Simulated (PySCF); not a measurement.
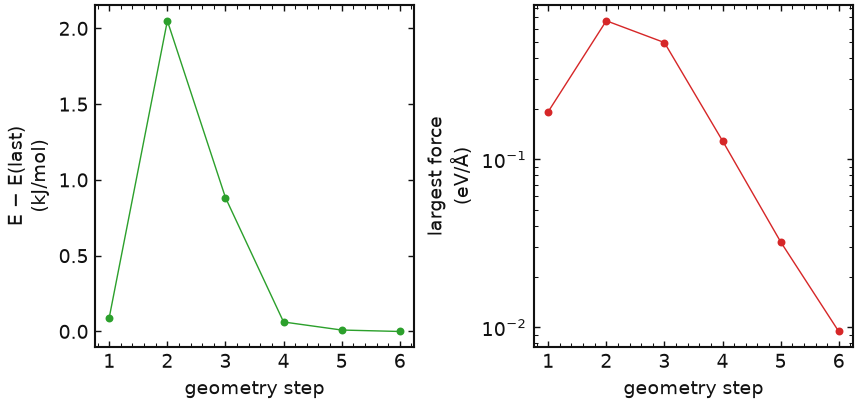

History of a geometry optimisation. The run: C₂H₄Br₂ (SMILES BrCCBr), by PBE0-D3(BJ)/def2-SVP, geometry optimisation (PySCF).

The optimisation met its thresholds at geometry 6, counting the start as the first. The energy fell by about 0.092 kJ/mol from the first step to the last, with a rise at step 2. The largest force goes from about 0.19 eV/Å at the start to 9 × 10⁻³ eV/Å at the end, with a peak of 0.67 eV/Å at step 2.
